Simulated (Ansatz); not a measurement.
CH7BGaN (SMILES CB[NH][GaH2])

```xyz
11

C     0.4248   -0.4206   -0.3306
B     0.4923    1.1233   -0.0240
Ga   -1.8898    1.2069    1.7800
N    -0.4159    1.8119    0.8176
H    -0.3949   -0.9690    0.1581
H     1.3792   -0.8970   -0.0410
H     0.3427   -0.5777   -1.4215
H     1.3787    1.7801   -0.5374
H    -0.2339    2.8094    0.9130
H    -2.2805   -0.3025    1.7177
H    -2.6346    2.3174    2.5986
```

Geometry: B3LYP-D3(BJ)/def2-SVP.

The calculation used isolated molecule in a Gaussian basis; Kohn-Sham density functional theory, functional PBE0 in Ansatz.

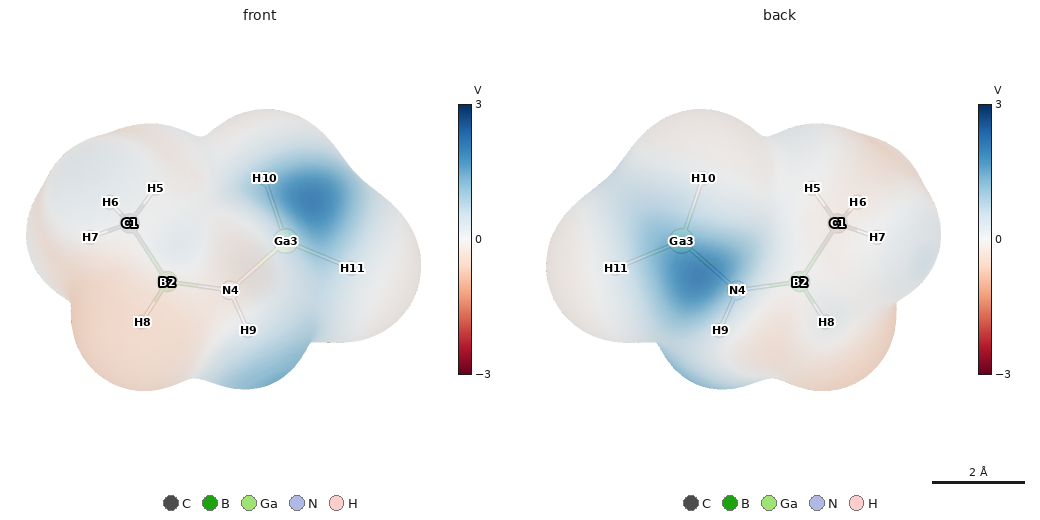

Figure 1. The electrostatic potential painted on the density surface at 0.001 e/bohr³, seen from the front and from behind; red is negative and blue positive.

> Describe the electrostatic potential map.

The most negative region (about −0.5 V, or −12 kcal/mol for a unit charge) lies over H8, the most positive (about +2.1 V, or +48 kcal/mol for a unit charge) over Ga3.

> How polar is the molecule by this calculation?

Its dipole moment is 1.11 D.

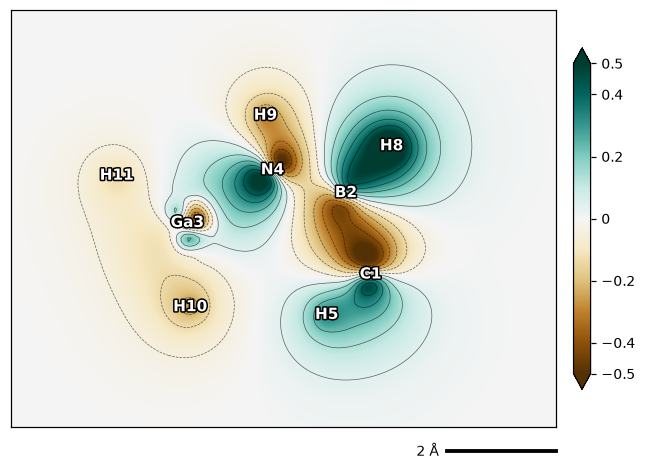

Figure 2. The HOMO on the plane of atoms C1, B2 and H8 (values in Å⁻³ᐟ²; the overall sign is arbitrary).

> Describe this orbital and give its energy.

Its weight (Hirshfeld) is mainly on H8 (about 25 %), B2 (about 25 %), C1 (about 20 %), N4 (about 15 %) and Ga3 (about 5 %). Its energy is −8.16 eV.

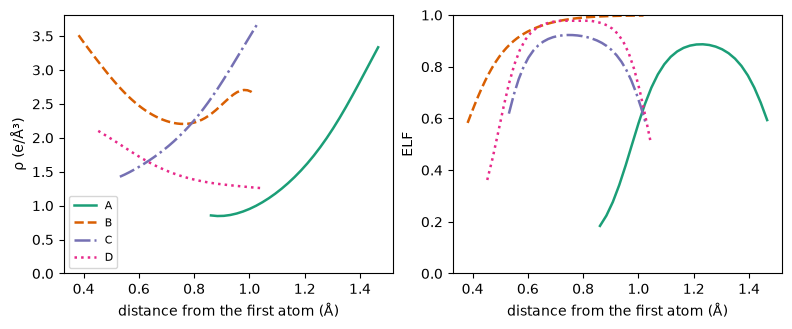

Figure 3. Electron density and ELF along straight lines between neighbouring atoms. The curves leave out the atomic cores.

> Which curve belongs to which contact (B–N, C–B, Ga–N and N–H)? The first atom named is at distance zero.

Curve A: Ga–N (1.86 Å): ρ at the midpoint is about 0.86 e/Å³; the ELF peaks at about 0.90 in the valence shell of N, 0.6 Å from its nucleus, and is about 0.35 at the midpoint. Curve B: N–H (1.02 Å): the density is about 2.8 e/Å³ at the midpoint; the ELF climbs to about 1 towards the hydrogen, as it does in any bond to H: an ordinary covalent bond to hydrogen. Curve C: B–N (1.42 Å): the density is about 1.9 e/Å³ at the midpoint; the ELF peaks at about 0.90 between the atoms, as expected for a short, strongly polar bond. Curve D: C–B (1.58 Å): ρ is about 1.4 e/Å³ halfway; the ELF peaks at about 1 between the atoms: localised, covalent bonding.
